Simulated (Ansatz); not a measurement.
# One shape, several levels: AlHBr (SMILES [AlH][Br])

We compute a comparison of 6 runs (UHF/STO-3G, U-r2SCAN0/STO-3G, UBLYP/STO-3G, UHSE06/STO-3G, UMP2/STO-3G, FCI/STO-3G) of AlHBr. 

The calculation is run with Ansatz 0.2.0.

59 further runs of the same task are left out: 10 that didn't finish, 49 set aside as unsound or not needed.

### 1 The system as given

The species is AlHBr (3 atoms), meant as a doublet with charge 0. SMILES: `[AlH][Br]`. The Br2–Al1 distance was set to 4.551 Å, away from the relaxed value. At this shape a bond of the SMILES string is far longer than usual.

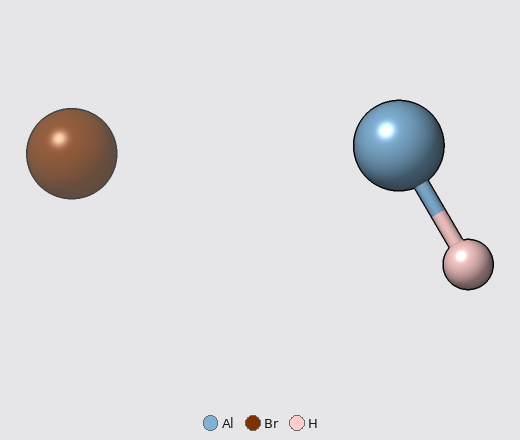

Viewed from a chosen angle; aluminium light blue, bromine brown, hydrogen pink.

### 2 The energy at UHF/STO-3G (run 1)

File job.yaml:

```yaml
basis:
  gaussian: {orbitals: STO-3G}
crystal:
  periodic: [false, false, false]
  atoms:
    - {symbol: Al, position_ang: [-2.177917, -1.264606, -1.349310]}
    - {symbol: Br, position_ang: [1.584500, 0.008600, 0.871100]}
    - {symbol: H, position_ang: [-3.180117, -0.082006, -1.755510]}
magnetization: {spin_polarized: true, initial_magnetization: 1}
hamiltonian: {xc: hf}
accuracy: high
```

Run with:

```
ansatz run job.yaml --threads 1 --pin off --max-ram 2610MiB --events-out events.jsonl --progress --plain --runs-dir runs
```

Standard output:

```text
Warning: RAYON_NUM_THREADS=1 ignored (pool sized by the plan → 1); use --threads N
Functional definition: HF
  name "HF"
  exchange = exact_x
  correlation = 0
342 factors; integrals over basis functions are off by at most 8.9e-9 eV
mean field evaluation 1: about -75756.6248 eV, gradient 7.4e0 eV
mean field evaluation 2: about -75756.6394 eV, gradient 7.4e0 eV
mean field evaluation 4: about -75760.1052 eV, gradient 2.0e0 eV
mean field evaluation 8: about -75760.1752 eV, gradient 1.1e-2 eV
mean field evaluation 16: about -75760.1753 eV, gradient 9.8e-9 eV
mean field evaluation 32: about -75760.1671 eV, gradient 7.8e-2 eV
mean field evaluation 64: about -75748.7101 eV, gradient 1.0e1 eV
mean field evaluation 96: about -75760.1650 eV, gradient 9.6e-1 eV
mean field evaluation 128: about -75757.1399 eV, gradient 2.3e0 eV
mean field evaluation 160: about -75760.1730 eV, gradient 1.1e-2 eV
mean field -75760.17528568 eV, -2784.1350896576 hartree, gradient 9.8e-9 eV, S^2 0.750000; 4 other end points of the search recorded, 0 dependent functions left out
reference -75760.17528568 eV, -2784.1350896576 hartree; 25, 24 occupied and 3, 4 virtual orbitals, 342 factors
Total energy: -75760.17528568 eV, -2784.1350896576 hartree
```

It took 0.7 s on 1 thread of Arm Neoverse V1, shared host.

### 3 A single-point energy at U-r2SCAN0/STO-3G (run 2)

File run.yaml:

```yaml
crystal:
  periodic: [false, false, false]
  atoms:
    - {symbol: Al, position_ang: [-2.177917, -1.264606, -1.349310]}
    - {symbol: Br, position_ang: [1.584500, 0.008600, 0.871100]}
    - {symbol: H, position_ang: [-3.180117, -0.082006, -1.755510]}
basis:
  gaussian:
    orbitals: STO-3G
total_charge: 0
magnetization:
  spin_polarized: true
  initial_magnetization: 1
hamiltonian:
  xc: {name: r2SCAN0}
accuracy: high
```

Run with:

```
ansatz run run.yaml --threads 1 --pin off --max-ram 2610MiB --events-out events.jsonl --progress --plain --runs-dir runs
```

Standard output:

```text
Warning: RAYON_NUM_THREADS=1 ignored (pool sized by the plan → 1); use --threads N
Functional definition: r2SCAN0
  name "r2SCAN0"
  parameter a = 0.25
  parameter k0 = 0.174
  parameter k1 = 0.065
  parameter a1 = 4.9479
  exchange = (1 - a)*r2scan_x(k0 = k0, k1 = k1, a1 = a1) + a*exact_x
  correlation = r2scan_c
342 factors; integrals over basis functions are off by at most 8.9e-9 eV
mean field evaluation 1: about -75809.2708 eV, gradient 1.1e1 eV
mean field evaluation 2: about -75641.2838 eV, gradient 2.5e1 eV
mean field evaluation 4: about -75812.7370 eV, gradient 3.9e0 eV
mean field evaluation 8: about -75812.9637 eV, gradient 1.3e0 eV
mean field evaluation 16: about -75813.1874 eV, gradient 5.4e-2 eV
mean field evaluation 32: about -75813.1896 eV, gradient 2.9e-8 eV
mean field evaluation 64: about -75813.1878 eV, gradient 2.3e-2 eV
mean field -75813.18957312 eV, -2786.0833287865 hartree, gradient 3.9e-8 eV, S^2 0.750997; 3 other end points of the search recorded, 0 dependent functions left out
reference -75813.18957373 eV, -2786.0833288089 hartree; 25, 24 occupied and 3, 4 virtual orbitals, 342 factors
Total energy: -75813.18957373 eV, -2786.0833288089 hartree
```

It took 20 s on 1 thread of Arm Neoverse V1, shared host; peak memory 0.23 GiB.

Run 3 isn't shown in full; the table further down has it.

### 4 A single-point energy at UHSE06/STO-3G (run 4)

File molecule.yaml:

```yaml
crystal:
  periodic: [false, false, false]
  atoms:
    - symbol: Al
      position_ang: [-2.177917, -1.264606, -1.349310]
    - symbol: Br
      position_ang: [1.584500, 0.008600, 0.871100]
    - symbol: H
      position_ang: [-3.180117, -0.082006, -1.755510]
basis:
  gaussian:
    orbitals: STO-3G
magnetization:
  spin_polarized: true
  initial_magnetization: 1
hamiltonian:
  xc: hse06
accuracy: high
```

Run with:

```
ansatz run molecule.yaml --threads 1 --pin off --max-ram 2610MiB --events-out events.jsonl --progress --plain --runs-dir runs
```

Standard output:

```text
Warning: RAYON_NUM_THREADS=1 ignored (pool sized by the plan → 1); use --threads N
Functional definition: HSE06
  name "HSE06"
  parameter a = 0.25
  parameter omega = 0.11/bohr
  exchange = pbe_x - a*pbe_x_sr(omega) + a*exact_x_sr(omega)
  correlation = pbe_c
342 factors; integrals over basis functions are off by at most 8.9e-9 eV
59 factors; integrals over basis functions are off by at most 2.3e-9 eV
mean field evaluation 1: about -75795.9747 eV, gradient 1.1e1 eV
mean field evaluation 2: about -75627.6309 eV, gradient 2.7e1 eV
mean field evaluation 4: about -75782.0902 eV, gradient 2.3e1 eV
mean field evaluation 8: about -75800.0622 eV, gradient 1.3e0 eV
mean field evaluation 16: about -75800.3660 eV, gradient 6.7e-2 eV
mean field evaluation 32: about -75800.0270 eV, gradient 9.0e-1 eV
mean field evaluation 64: about -75800.3467 eV, gradient 5.7e-2 eV
mean field evaluation 96: about -75800.3671 eV, gradient 3.6e-2 eV
mean field -75800.37006027 eV, -2785.6122203788 hartree, gradient 4.1e-8 eV, S^2 0.750627; 7 other end points of the search recorded, 0 dependent functions left out
reference -75800.37006224 eV, -2785.6122204513 hartree; 25, 24 occupied and 3, 4 virtual orbitals, 342 factors
Total energy: -75800.37006224 eV, -2785.6122204513 hartree
```

It took 13 s on 1 thread of Arm Neoverse V1, shared host; peak memory 0.14 GiB.

Run 5 isn't shown in full; the table further down has it.

### 5 A single-point energy at FCI/STO-3G (run 6)

File molecule.yaml:

```yaml
crystal:
  periodic: [false, false, false]
  atoms:
    - {symbol: Al, position_ang: [-2.177917, -1.264606, -1.349310]}
    - {symbol: Br, position_ang: [1.584500, 0.008600, 0.871100]}
    - {symbol: H, position_ang: [-3.180117, -0.082006, -1.755510]}
basis:
  gaussian:
    orbitals: STO-3G
magnetization:
  spin_polarized: true
  initial_magnetization: 1
correlation:
  method: fci
  frozen_orbitals: {Al: 5, Br: 9, H: 0}
accuracy: high
```

Run with:

```
ansatz run molecule.yaml --threads 1 --pin off --max-ram 2610MiB --events-out events.jsonl --progress --plain --runs-dir runs
```

Standard output:

```text
Warning: RAYON_NUM_THREADS=1 ignored (pool sized by the plan → 1); use --threads N
Functional definition: HF
  name "HF"
  exchange = exact_x
  correlation = 0
342 factors; integrals over basis functions are off by at most 8.9e-9 eV
mean field evaluation 1: about -75756.6248 eV, gradient 7.4e0 eV
mean field evaluation 2: about -75756.6394 eV, gradient 7.4e0 eV
mean field evaluation 4: about -75760.1052 eV, gradient 2.0e0 eV
mean field evaluation 8: about -75760.1752 eV, gradient 1.1e-2 eV
mean field evaluation 16: about -75760.1753 eV, gradient 9.8e-9 eV
mean field evaluation 32: about -75760.1753 eV, gradient 1.2e-5 eV
mean field evaluation 64: about -75758.7878 eV, gradient 5.1e0 eV
mean field evaluation 96: about -75760.1598 eV, gradient 1.5e-2 eV
mean field evaluation 128: about -75760.1753 eV, gradient 4.3e-8 eV
mean field -75760.17528568 eV, -2784.1350896576 hartree, gradient 9.8e-9 eV, S^2 0.750000; 13 other end points of the search recorded, 0 dependent functions left out
determinant -75760.17528568 eV, -2784.1350896576 hartree, with singles and doubles -75761.33391387 eV, -2784.1776684580 hartree
determinant -75760.16905844 eV, -2784.1348608108 hartree, with singles and doubles -75761.32878975 eV, -2784.1774801503 hartree
determinant -75760.17528568 eV, -2784.1350896576 hartree, with singles and doubles -75761.33397200 eV, -2784.1776705944 hartree
determinant -75760.16905844 eV, -2784.1348608108 hartree, with singles and doubles -75761.32885337 eV, -2784.1774824884 hartree
14 core orbitals not correlated: weight in the atoms' cores, before any rotation towards them, 1.000 or more for the frozen orbitals, at most 0.000 for the correlated occupied ones
reference -75760.17528283 eV, -2784.1350895527 hartree; 11, 10 occupied and 3, 4 virtual orbitals, 342 factors
state -75761.33555552 eV, -2784.1777287875 hartree
Total energy: -75761.33555552 eV, -2784.1777287875 hartree
```

Wall time 2.5 s (1 thread of Arm Neoverse V1, shared host); peak memory 0.099 GiB.

### 6 Overview of the runs

| run | level | frozen core orbitals | energy (Eh) | ⟨S²⟩ | wall time |
| --- | --- | --- | --- | --- | --- |
| 1 | UHF/STO-3G | – | -2784.135090 | 0.750 | 0.7 s |
| 2 | U-r2SCAN0/STO-3G | – | -2786.083329 | 0.751 | 20 s |
| 3 | UBLYP/STO-3G | – | -2785.809535 | 0.750 | 8.1 s |
| 4 | UHSE06/STO-3G | – | -2785.612220 | 0.751 | 13 s |
| 5 | UMP2/STO-3G | 14 | -2784.160734 | 0.750 | 1.1 s |
| 6 | FCI/STO-3G | 14 | -2784.177729 | – | 2.5 s |

### 7 Summary of results

| quantity | value |
| --- | --- |
| run 6: total energy | -2784.17773 Eh |
| run 6: correlation energy (14 core orbitals frozen) | -42.6 mEh |

In words: Against full CI in this basis: UHF +42.6 mEh; UMP2 +17.0 mEh. Totals of different functionals can't be ranked against each other. In runs 1, 2, 3, 4, 5, 6 the basis is minimal, so the values are rough. All runs together took 45 s, the longest 20 s.
